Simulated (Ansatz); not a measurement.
A series of calculations on CH$_{3}$BBrF

### Relaxation

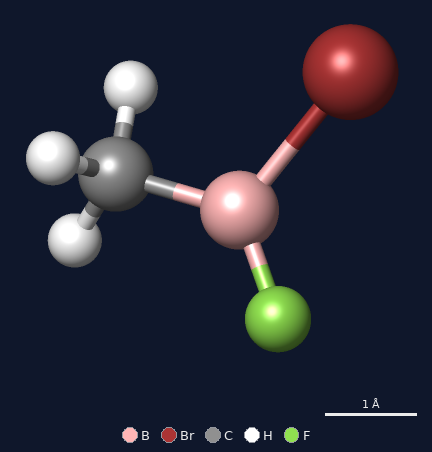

Starting structure of CH₃BBrF. The picture is a ball-and-stick view, seen at a tilt.

The run prepares an end point of a later path (reaction) calculation, from a guessed geometry.

These are results of RKS PBE0/def2-SVP (Ansatz), not measurements.

Input file:
```yaml
crystal:
  periodic: [false, false, false]
  atoms:
    - { symbol: B, position_ang: [-0.130918, 0.800737, -0.073019] }
    - { symbol: Br, position_ang: [1.560313, 1.562194, -0.820018] }
    - { symbol: C, position_ang: [-0.098737, -0.720184, 0.173281] }
    - { symbol: H, position_ang: [0.951352, -0.958525, 0.301322] }
    - { symbol: F, position_ang: [-1.129011, 1.619622, 0.147811] }
    - { symbol: H, position_ang: [-0.437356, -1.23588, -0.743657] }
    - { symbol: H, position_ang: [-0.715742, -1.067964, 1.014281] }
basis:
  gaussian: { orbitals: def2-SVP }
hamiltonian:
  xc: pbe0
relax:
  f_tol: 0.03
  max_steps: 50
```

Launched with:
```bash
ansatz run input.yaml --threads 2 --pin off --max-ram 3072MiB --backend cpu --events-out ev --progress --plain --runs-dir out
```

**Predict the outcome.**

H4 moves most after the best rigid fit: 0.20 Å. By element the largest moves are H 0.20 Å, Br 0.17 Å, B 0.09 Å, F 0.07 Å, C 0.03 Å. Near-neighbour distances that change, for instance: B1–Br2 2.000 → 1.924 Å, B1–C3 1.541 → 1.557 Å, C3–H4 1.084 → 1.098 Å, B1–F5 1.310 → 1.319 Å. Among the angles between lasting bonds that change: B1–C3–H4 104.8° → 113.1°, Br2–B1–C3 114.7° → 122.3°, C3–B1–F5 127.3° → 121.5°. The energy falls by 0.126 eV in 5 geometry steps. Largest force component: 0.99 eV/Å at the start, 0.012 eV/Å at the end. Cost: 24 s on 2 threads of Arm Neoverse N1, with other jobs on the host, peak memory 0.19 GiB.

History of the run:

```csv
step,"E − E(0), eV","largest force component, eV/Å"
0,0.0000,0.9884
1,-0.0975,0.6290
2,-0.1200,0.2776
3,-0.1238,0.1368
4,-0.1256,0.0468
5,-0.1256,0.0121
```

Final geometry:

```xyz
7

B    -0.0459    0.8086   -0.0921
Br    1.4707    1.6947   -0.8773
C    -0.0667   -0.7251    0.1740
H     0.9268   -1.1371    0.3942
F    -1.0909    1.5680    0.1745
H    -0.4213   -1.2199   -0.7486
H    -0.7727   -0.9892    0.9753
```

The end point in the same view:

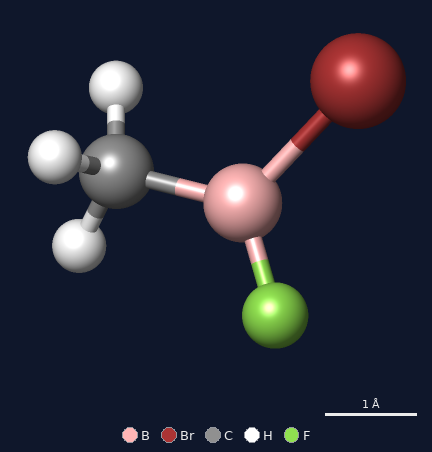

### Relaxation

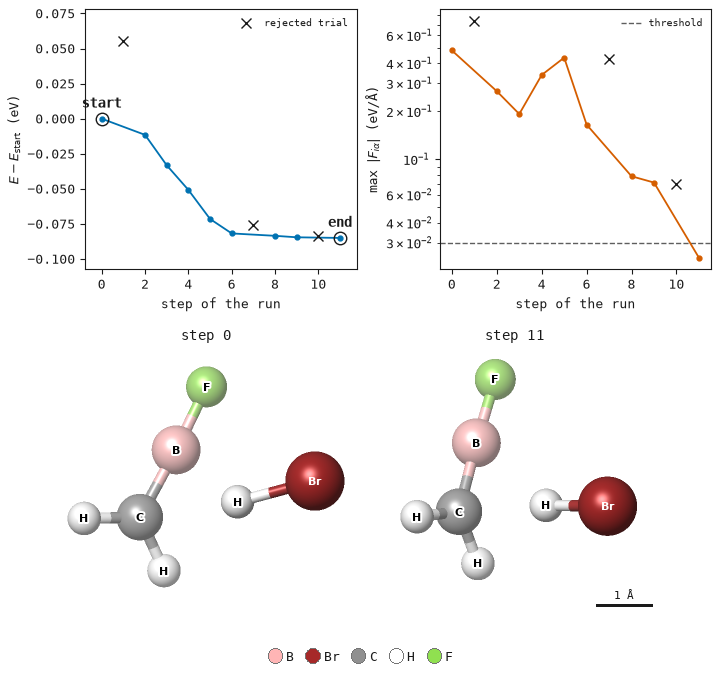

First and last geometry of a relaxation of CH₃BBrF, with the history of the run. Style: ball-and-stick. Shown at a tilt.

The run prepares an end point of a later path (reaction) calculation, from a guessed geometry.

The calculation used Ansatz, RKS PBE0/def2-SVP. Set-up: no spin polarisation; force threshold 0.03 eV/Å; at most 50 steps.

Question: Read the history and describe the run.

Answer: It converged. The energy falls by 0.085 eV in 8 accepted moves (11 points after the start). The largest force component goes from 0.48 to 0.024 eV/Å. The line search rejected the trial steps at points 1, 7, 10 of the run. The largest move after the best rigid fit is that of the Br atom, 0.68 Å. Largest moves by element: Br 0.68 Å, H 0.63 Å, F 0.60 Å, B 0.30 Å, C 0.24 Å. Near-neighbour distances that change, for instance: Br–H 1.484 → 1.467 Å.

```json
{"step": "0", "E − E(0), eV": "0.0000", "largest force component, eV/Å": "0.4821", "note": ""}
{"step": "1", "E − E(0), eV": "0.0555", "largest force component, eV/Å": "0.7363", "note": "rejected"}
{"step": "2", "E − E(0), eV": "-0.0115", "largest force component, eV/Å": "0.2676", "note": ""}
{"step": "3", "E − E(0), eV": "-0.0332", "largest force component, eV/Å": "0.1925", "note": ""}
{"step": "4", "E − E(0), eV": "-0.0508", "largest force component, eV/Å": "0.3384", "note": ""}
{"step": "5", "E − E(0), eV": "-0.0715", "largest force component, eV/Å": "0.4346", "note": ""}
{"step": "6", "E − E(0), eV": "-0.0818", "largest force component, eV/Å": "0.1651", "note": ""}
{"step": "7", "E − E(0), eV": "-0.0758", "largest force component, eV/Å": "0.4269", "note": "rejected"}
{"step": "8", "E − E(0), eV": "-0.0835", "largest force component, eV/Å": "0.0783", "note": ""}
{"step": "9", "E − E(0), eV": "-0.0845", "largest force component, eV/Å": "0.0715", "note": ""}
{"step": "10", "E − E(0), eV": "-0.0835", "largest force component, eV/Å": "0.0705", "note": "rejected"}
{"step": "11", "E − E(0), eV": "-0.0850", "largest force component, eV/Å": "0.0242", "note": ""}
```

Limits of the set-up: the start holds two separate molecules, 2.3 Å apart at their closest, whose relative position is a soft coordinate and is computed without a dispersion correction.

### Path

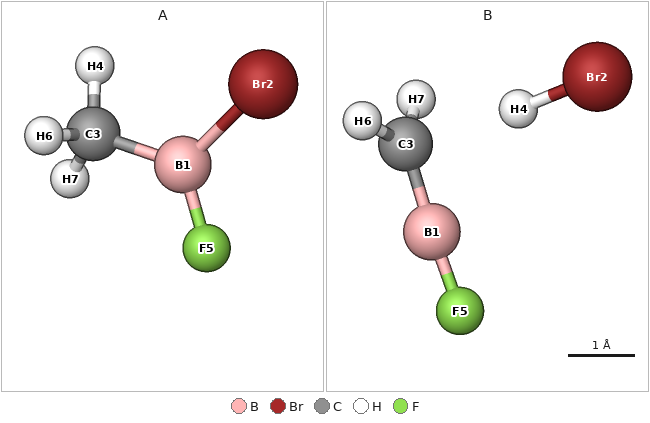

The two relaxed end points of a path for CH₃BBrF. The picture is a ball-and-stick view, seen at a tilt.

The calculation used RKS PBE0/def2-SVP (Ansatz 0.2.0).

Run with 5 movable images; climbing image; force threshold 0.05 eV/Å; iteration limit 60.

Start:
```xyz
7

B    -0.0458    0.8086   -0.0921
Br    1.4708    1.6946   -0.8772
C    -0.0668   -0.7251    0.1740
H     0.9267   -1.1372    0.3942
F    -1.0907    1.5681    0.1745
H    -0.4214   -1.2198   -0.7487
H    -0.7728   -0.9891    0.9753
```

End:
```xyz
7

B    -1.1258    0.5680    0.1744
Br    2.6412    0.6631   -0.5796
C    -0.5037   -0.6769    0.1564
H     1.2989    0.1596   -0.2702
F    -1.6327    1.7384    0.1791
H    -0.5194   -1.3025   -0.7405
H    -0.1586   -1.1497    1.0804
```

Predict the minimum-energy path and its barrier.

Forward barrier 337.6 kJ/mol, backward barrier 17.4 kJ/mol, with image 4 at the top; the reaction energy is +320.2 kJ/mol. Breaking: B1–Br2 (1.92 → 2.69 at the top → 3.84 Å), C3–H4 (1.10 → 1.86 at the top → 2.03 Å). Forming: Br2–H4 (3.15 → 1.53 at the top → 1.47 Å). The band converged in 23 iterations, with a climbing image at the top. At the top, the vibrational analysis gives one imaginary mode (268i cm⁻¹), as a transition state must have.

Energies of the converged images:

| image | path (Å) | E (kJ/mol) |
| --- | --- | --- |
| 0 | 0.00 | 0.0 |
| 1 | 0.60 | 0.7 |
| 2 | 1.20 | 47.8 |
| 3 | 1.80 | 230.0 |
| 4 | 2.40 | 337.6 |
| 5 | 3.31 | 324.3 |
| 6 | 4.22 | 320.2 |

The geometry at the top of the path:

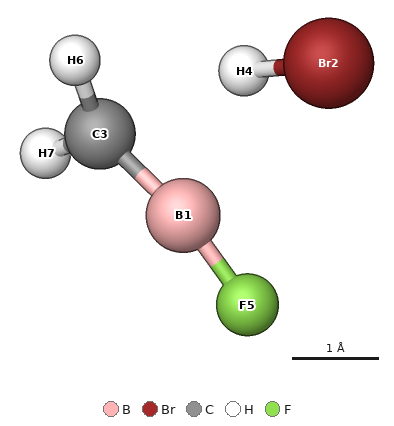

Cost: 6 min on 2 threads of Arm Neoverse N1, with other jobs on the host, peak memory 0.2 GiB.
